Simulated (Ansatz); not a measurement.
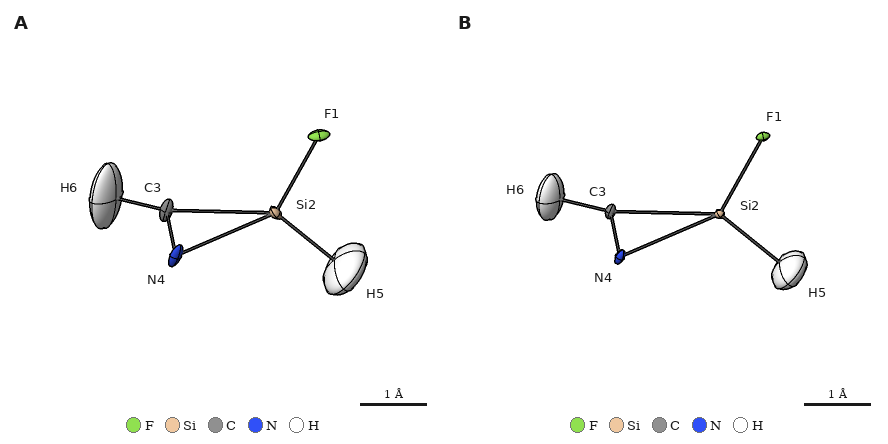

Displacement ellipsoids at the 50 % level, scaled by 1.5, from the internal vibrations of the free molecule (harmonic, no overall translation or rotation; no half-axis is drawn under 0.075 Å). Vibrations computed with RKS PBE0-D4/def2-TZVP (Ansatz 0.2.0). One panel is for 298 K, the other for 900 K.

Which panel is for 900 K?

A.

How much does the mean-square displacement of F1 grow, and why?

U_eq goes from 0.0012 to 0.0029 Å², a factor of 2.4. Modes below kT (626 cm⁻¹ at 900 K) grow about in proportion to T, and the lowest lies at 288 cm⁻¹; the mean-square amplitude of a mode is its zero-point value times coth(ħω/2kT), which comes close to 1 only above about 3kT.
